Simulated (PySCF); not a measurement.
CH7GaN2, SMILES `N=[CH][GaH2-][NH3+]`.

PySCF calculation, cc-pVDZ basis, gas phase; geometry: GFN2-xTB. No frequency check shows the geometry to be a minimum. GFN2-xTB bond lengths at metals and heavier atoms can be off by up to 0.1 Å and shapes distorted, which carries into these values.

Cartesian coordinates (Å):

```
N1      -1.9979   -0.2958    0.0015
C2      -1.3163    0.7819   -0.0020
Ga3      0.6774    0.3872    0.0002
N4       0.3345   -1.6558   -0.0008
H5      -3.0182   -0.1961    0.0025
H6      -1.8415    1.7514   -0.0039
H7       1.4668    0.6606   -1.2974
H8       1.4623    0.6591    1.3030
H9      -0.7062   -1.5164   -0.0037
H10      0.5873   -2.1965    0.8243
H11      0.5901   -2.1955   -0.8251
```

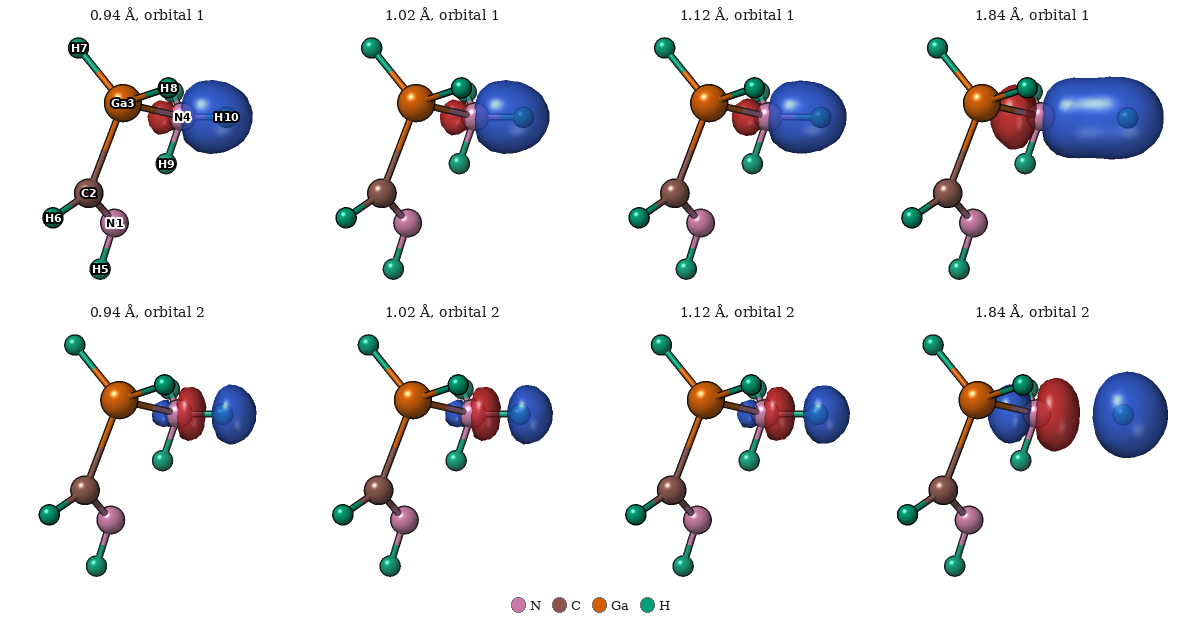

Rigid stretch of the N4–H10 bond. The two CASSCF(2,2) natural orbitals nearest half filling (orbital 1 the more occupied).

Q: How do the occupations change along the stretch?

A: 0.94 Å: 1.99 and 0.01; 1.02 Å: 1.98 and 0.02; 1.12 Å: 1.97 and 0.03; 1.84 Å: 1.78 and 0.22. At the longest distance computed (2.86 Å) they are 1.23 and 0.77, and the effective number of unpaired electrons is 1.8.

Q: Where does the UHF solution part from RHF?

A: Between 1.38 Å (⟨S²⟩ = 0, the two coincide) and 1.58 Å (⟨S²⟩ = 0.24); at 2.86 Å ⟨S²⟩ is 1.00 and UHF lies 4.3 eV below RHF.

Q: How much energy does the stretch cost?

A: By CASSCF, 4.7 eV from the lowest point of the scan (1.02 Å) to 2.86 Å; RHF gives 8.5 eV from its own lowest point. The fragments aren't relaxed and dynamic correlation is missing, so this isn't a bond dissociation energy.
